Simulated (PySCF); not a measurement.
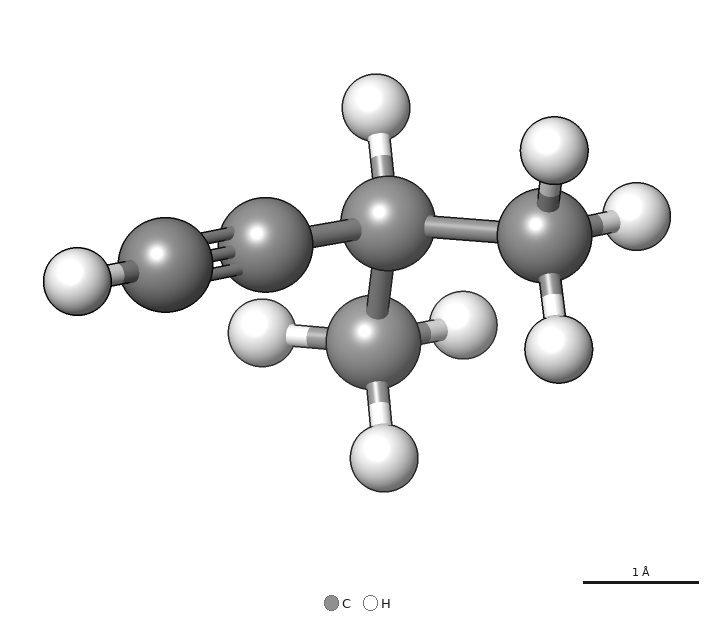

Double and triple bonds are drawn as two and three sticks.

The geometry was computed by an optimisation with GFN2-xTB. No frequency run is at hand to confirm it as a minimum.

Describe the molecule.

It has 13 atoms: 5 carbon and 8 hydrogen (C5H8). Its SMILES string is `C#CC(C)C`. It has no ring. Among its groups: alkyne. The point group is Cs. Coordination: 2 C linear; 3 C tetrahedral.

More results for the same structure follow; atom numbers are the same in all pictures, views and colours differ.

**NMR shielding**

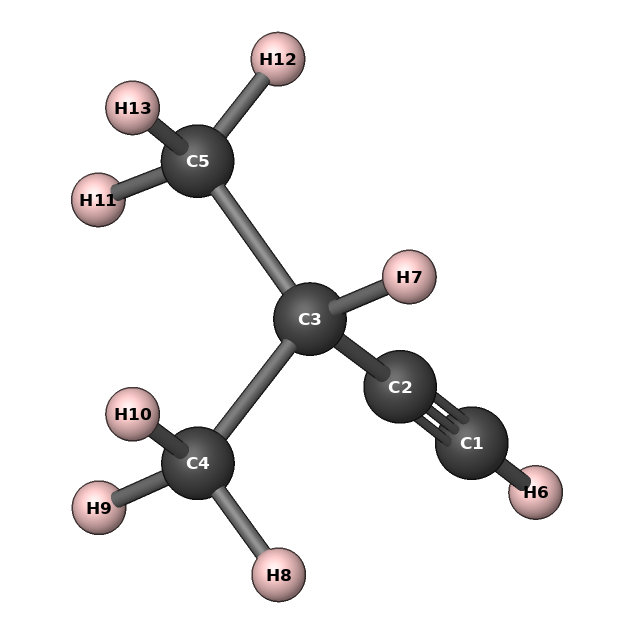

The questions are on isotropic NMR shieldings of the C atoms. No frequency run is at hand to confirm it as a minimum. Properties computed with GIAO PBE0/pcSseg-1 NMR shielding, non-relativistic, gas phase (PySCF 2.14.0).

Question: Which C atom is the most shielded (lowest chemical shift)?

Answer: C3 (163.9 ppm).

Question: Which C atom is the least shielded (highest chemical shift)?

Answer: C2 (92.3 ppm).

Question: How wide is the range of C shifts?

Answer: 71.6 ppm.

List the isotropic NMR shieldings of the C atoms.

| atom | σ (ppm) |
| --- | --- |
| C1 | 112.3 |
| C2 | 92.3 |
| C3 | 163.9 |
| C4 | 161.5 |
| C5 | 161.5 |

**Electronic properties**

No frequency run is at hand to confirm it as a minimum. Method: B3LYP/pcJ-1, gas phase (PySCF 2.14.0).

What does the calculation give?

- dipole moment: 0.72 D
- HOMO energy (Kohn–Sham orbital): −7.45 eV
- LUMO energy (Kohn–Sham orbital): 0.86 eV
- HOMO–LUMO gap: 8.31 eV

**Charges**

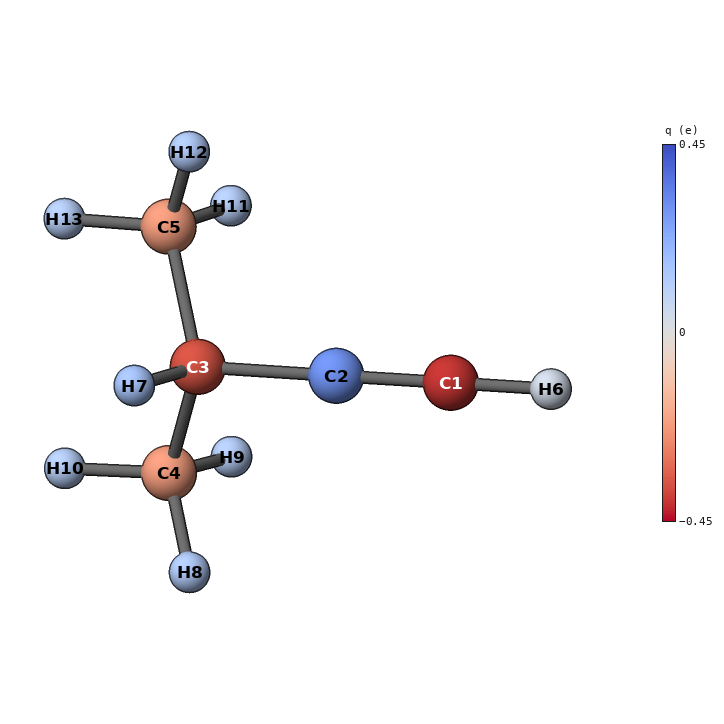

Atoms are coloured by their Mulliken charges. No frequency run is at hand to confirm it as a minimum. Properties computed with PBE0/pcSseg-1, gas phase (PySCF 2.14.0).

List the Mulliken charges.

```json
{"atom": "C1", "value (e)": "−0.40"}
{"atom": "C2", "value (e)": "0.29"}
{"atom": "C3", "value (e)": "−0.35"}
{"atom": "C4", "value (e)": "−0.21"}
{"atom": "C5", "value (e)": "−0.21"}
{"atom": "H6", "value (e)": "0.04"}
{"atom": "H7", "value (e)": "0.15"}
{"atom": "H8", "value (e)": "0.13"}
{"atom": "H9", "value (e)": "0.12"}
{"atom": "H10", "value (e)": "0.11"}
{"atom": "H11", "value (e)": "0.12"}
{"atom": "H12", "value (e)": "0.13"}
{"atom": "H13", "value (e)": "0.11"}
```

**Bond orders**

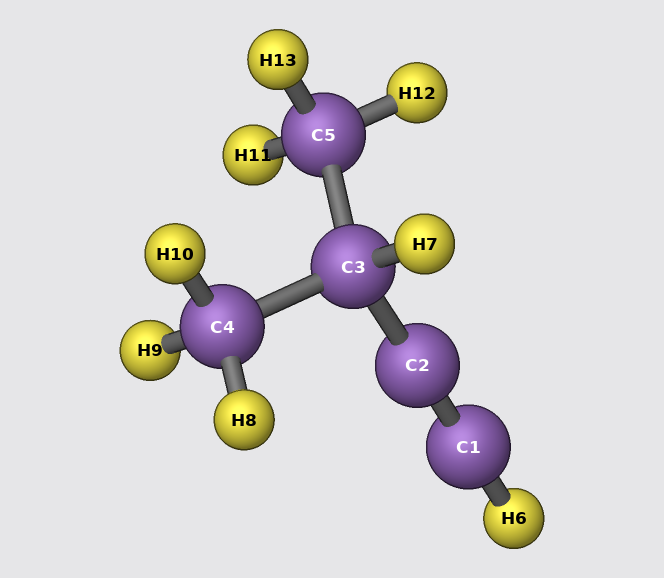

Every bond is drawn as one stick. No frequency run is at hand to confirm it as a minimum. Level of theory: PBE0/pcSseg-1 (PySCF 2.14.0).

List the Mayer bond orders of C1–C2, C1–H6, C2–C3, C3–C4, C3–H7, C4–H9, C4–H8, C4–H10 (one bond of each equivalent set).

| bond | Mayer order | length (Å) |
| --- | --- | --- |
| C1–C2 | 2.55 | 1.196 |
| C1–H6 | 1.15 | 1.049 |
| C2–C3 | 0.97 | 1.453 |
| C3–C4 | 1.03 | 1.531 |
| C3–H7 | 0.92 | 1.098 |
| C4–H9 | 0.96 | 1.088 |
| C4–H8 | 0.97 | 1.088 |
| C4–H10 | 0.96 | 1.088 |

Mulliken values depend strongly on the basis set and can even reverse the polarity of a bond.
